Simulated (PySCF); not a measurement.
## Electronic structure of C$_{6}$H$_{14}$Si$_{3}$ in real space

```xyz
23

C     1.0708    3.3490   -0.1000
C     1.0781    2.1650   -0.3076
Si    1.0878    0.3394   -0.6486
C     1.8472   -0.5188    0.8466
C     2.6794   -1.5440    0.7720
C    -0.6931   -0.2926   -0.9389
Si   -0.6928   -2.0356   -1.6999
Si   -1.8158   -0.2116    0.6010
C    -1.8605    1.5378    1.3328
H     1.0610    4.3847    0.0893
H     1.9231    0.1397   -1.8465
H     1.5675   -0.1527    1.8273
H     3.0887   -2.0321    1.6446
H     2.9960   -1.9456   -0.1777
H    -1.1323    0.3758   -1.6857
H    -0.1046   -2.9964   -0.7642
H     0.0891   -2.0391   -2.9423
H    -2.0625   -2.4494   -2.0163
H    -1.3367   -1.1546    1.6232
H    -3.1852   -0.5974    0.2205
H    -2.5853    1.6043    2.1384
H    -2.1321    2.2758    0.5840
H    -0.8926    1.8254    1.7309
```

Geometry: GFN2-xTB.

These are results of PBE0/pcSseg-1, SCF density, gas phase, non-relativistic in PySCF, not measurements.

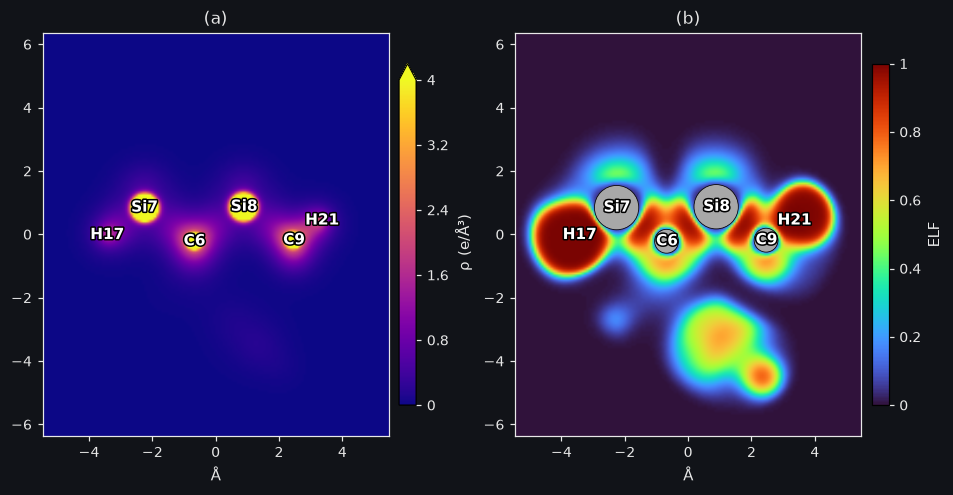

Figure 1. (a) electron density; (b) electron localisation function on the plane of atoms C6, Si8 and C9. Grey discs cover the atomic cores in the ELF map.

What does the map show?

The plane passes through C, Si and H nuclei.
C–Si (1.90 Å): ρ is about 0.87 e/Å³ halfway; the ELF peaks at about 0.95 between the atoms, as expected for a shared electron pair.
Si–H (1.47 Å): the density is about 0.8 e/Å³ at the midpoint; the ELF climbs to about 1 towards the hydrogen, as it does in any bond to H.

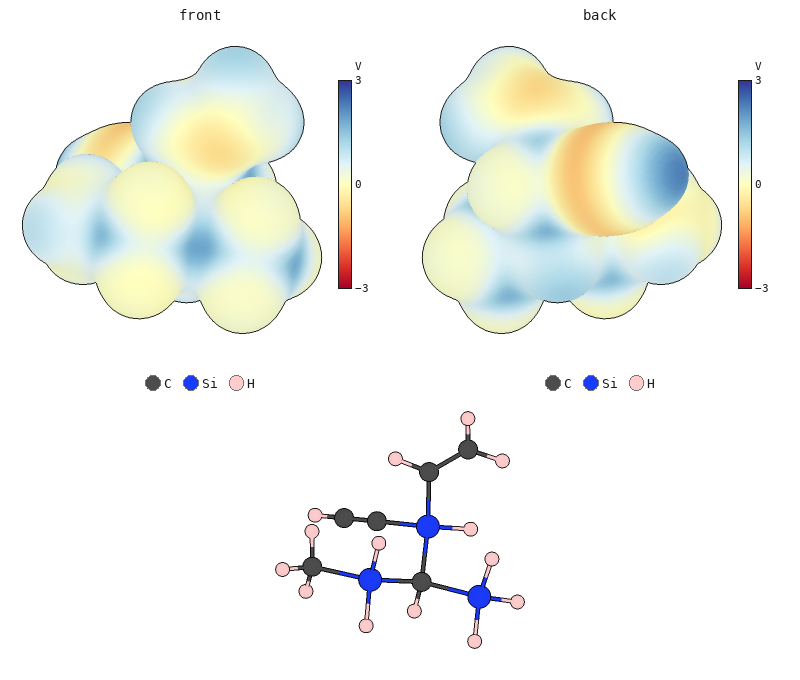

Figure 2. The molecular electrostatic potential painted on the density surface at 0.004 e/bohr³, seen from the front and from behind; red is negative and blue positive. The bare structure is drawn below in the same view.

Which sites attract a positive test charge, and which a negative one?

A positive charge is drawn to the negative regions and a negative charge to the positive ones. The most negative region (about −0.9 V) lies over C1 and C2, the most positive (about +2.1 V) over H10.

What dipole moment does the calculation give?

Its dipole moment is 0.82 D.
